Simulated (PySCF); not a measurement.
**C4H3BrO, SMILES `CC#CC(=O)Br`: what the electrons do**

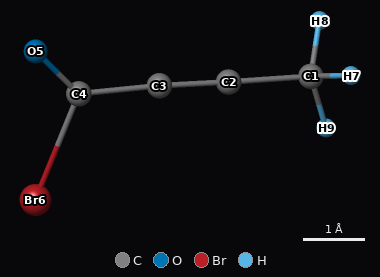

The molecule, with its atoms numbered as below. No frequency check shows the geometry to be a minimum.

Geometry (Å), atoms numbered from 1:

```
C1       3.6097   -0.5893    0.0005
C2       2.2923   -0.0246   -0.0011
C3       1.1907    0.4692   -0.0016
C4      -0.1144    0.9790   -0.0003
O5      -0.5385    2.0804    0.0007
Br6     -1.4118   -0.5559    0.0001
H7       4.1207   -0.3189    0.9243
H8       4.1784   -0.1970   -0.8422
H9       3.5521   -1.6745   -0.0751
```

Part 1: Bonding charge

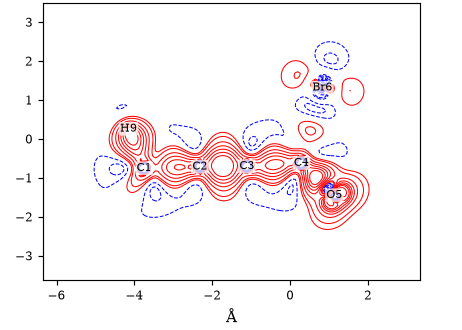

Deformation density (molecule less spherical, spin-averaged free atoms) in the plane of C1, C2, C3, C4, O5, Br6 and H9; contours at ±0.05 to ±0.8 e/Å³; solid red lines: gain, dashed blue lines: loss.

PySCF calculation, BP86/def2-SVPD, gas phase; geometry: GFN2-xTB.

**Describe the bonding that the map shows.**

C2–C3: +0.76 e/Å³ at the bond critical point (bond length 1.21 Å). C4–O5: +0.67 e/Å³ at the bond critical point (bond length 1.18 Å). C1–H9: +0.65 e/Å³ at the bond critical point (bond length 1.09 Å). C3–C4: +0.56 e/Å³ at the bond critical point (bond length 1.40 Å). C1–C2: +0.46 e/Å³ at the bond critical point (bond length 1.43 Å). C4–Br6: +0.11 e/Å³ at the bond critical point (bond length 2.01 Å). In all, 2.0 electrons gather in the regions of gain relative to the promolecule. A small or negative value marks a very polar bond, one between electron-rich atoms, whose free-atom densities already overlap strongly, a long bond to a heavier atom, or a closed-shell contact such as a hydrogen bond.

**Where do the Hirshfeld charges lie?**

The highest Hirshfeld charge is on C4 (+0.16 e), the lowest on O5 (−0.17 e).

```csv
atom,charge (e)
C1,−0.07
C2,+0.03
C3,−0.06
C4,+0.16
O5,−0.17
Br6,−0.11
H7,+0.07
H8,+0.07
H9,+0.07
```

Part 2: Local ionisation energy

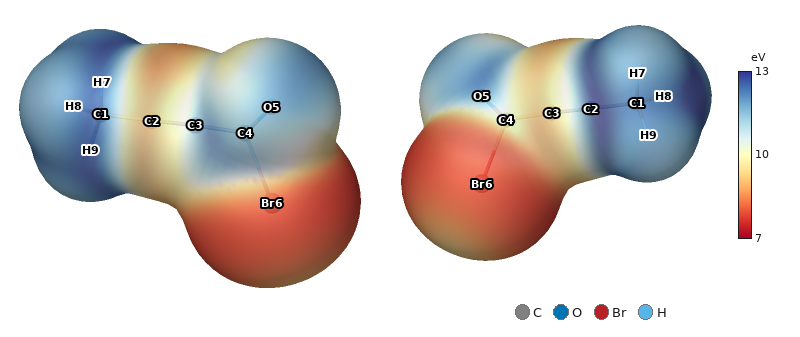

Average local ionisation energy on the surface of electron density 0.001 a.u. (back view left, front view right).

**Locate the minima of the map.**

The lowest value is 7.6 eV, 2.3 Å from Br6. Further minima include 7.7 eV, 2.3 Å from Br6; 8.7 eV, off the C2–C3 bond (2.1 Å from its atoms); 11.2 eV, 1.3 Å from H9. For comparison, the highest occupied orbital lies at −6.8 eV.

Part 3: Localised orbitals

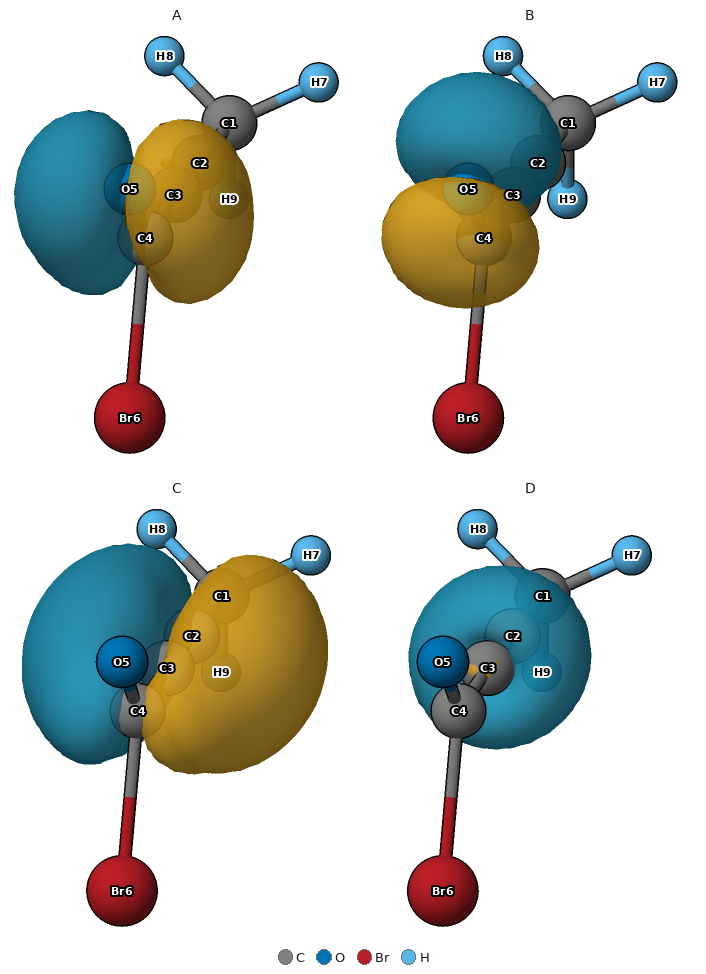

Intrinsic bond orbitals (IBO), occupied; each surface holds about 85 % of the orbital's density. Energies are diagonal elements of the Fock matrix.

Method: r2SCAN/def2-TZVP; geometry: GFN2-xTB; program: PySCF.

**Name the orbitals, with their atomic make-up and energies.**

By panel:
- A: π bond O5–C4 (O5 67 %, C4 30 %; −10.8 eV)
- B: lone pair on O5, partly donated to C4 (O5 86 %, C4 9 %, Br6 4 %; −9.1 eV)
- C: π bond C3–C2 (C3 52 %, C2 38 %, C4 8 %; −8.9 eV)
- D: σ bond C2–C3 (C2 50 %, C3 50 %; −19.2 eV)
